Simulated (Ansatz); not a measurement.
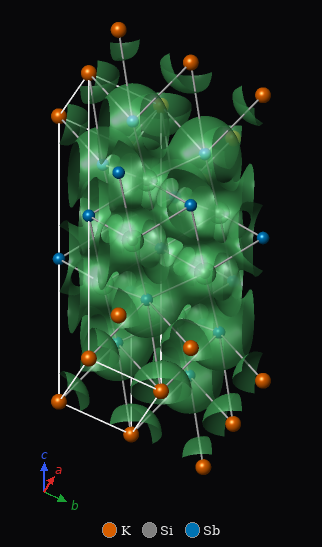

KSi2Sb3. Isosurface of the valence charge density (pseudo) at 0.2 e/Å³ (green), seen at an oblique angle. Sticks mark near contacts.

Space group P-3m1; a structure from a database of computed crystals, not necessarily the ambient phase; started from the CaSm2S3-164 prototype, which need not be the ambient phase.

All numbers below come from DFT, r2SCAN+rVV10, plane waves, PAW (Ansatz 0.2.0).

> Which contacts does the surface bridge?

At this value the density is joined into sheets; it holds about 85 % of the electrons treated as valence (semicore included). It bridges the sampled Si–Sb (2.68 Å) and Si–Sb (2.89 Å) contacts, where the density stays above the isovalue. It is pinched off along the sampled K–Sb (3.57 Å) contacts. On the grid the lowest density along these lines, outside the cores, is 0.42 e/Å³ (Si–Sb, 2.68 Å), 0.07 e/Å³ (K–Sb, 3.57 Å) and 0.29 e/Å³ (Si–Sb, 2.89 Å).
